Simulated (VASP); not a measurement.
Band structure of CsPbBr3 (cubic perovskite). All values below come from PBEsol GGA, VASP's PBE PAW potentials (set 64) (plane waves; VASP).

Unless said otherwise, spin-orbit coupling is left out, though it shifts the bands of the heavy elements here.

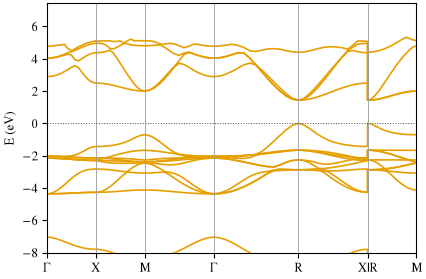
*Bands along high-symmetry lines, zero at the valence-band maximum or, without a gap, the Fermi level*

Question: Read the plot: is there a gap, and where are the band edges?

Answer: The gap is direct, 1.43 eV, from the valence maximum at R to the conduction minimum at R. (Edges off the drawn lines would not show.)

The compound is CsPbBr3 in the cubic perovskite structure, the ideal cubic form; the compound distorts at low or room temperature. It was relaxed first.
